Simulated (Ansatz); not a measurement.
```xyz
6

Al    0.0174   -0.2471    0.0849
Cl   -0.0326    0.1299    2.2326
O     1.5426   -0.3642   -0.6180
H     2.0648   -0.5001   -1.4066
O    -1.4229   -0.4056   -0.7819
H    -2.3791   -0.4114   -0.7874
```

Level of theory: RKS B3LYP-D4/6-31G in Ansatz.

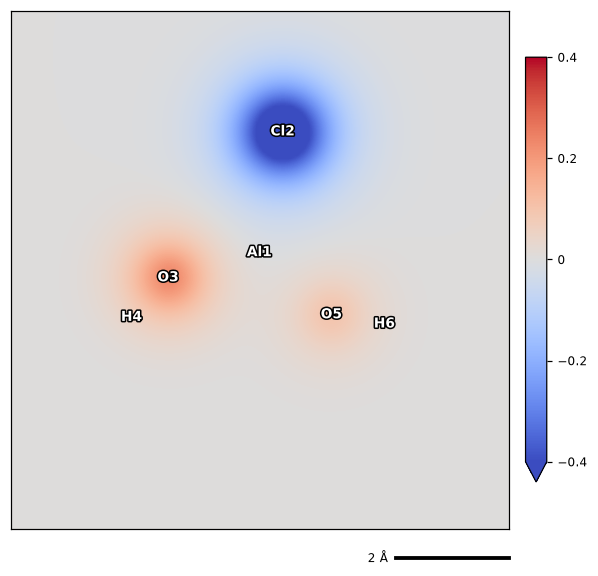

AlClH₂O₂. The HOMO−1 on a plane 0.8 Å above the molecular plane (values in Å⁻³ᐟ²; the overall sign is arbitrary).

Question: What is the character of this orbital?

Answer: It lies mainly on Cl2 (about 75 %) and O3 (about 15 %); it changes sign across the molecular plane (π type). Its energy is −8.61 eV.
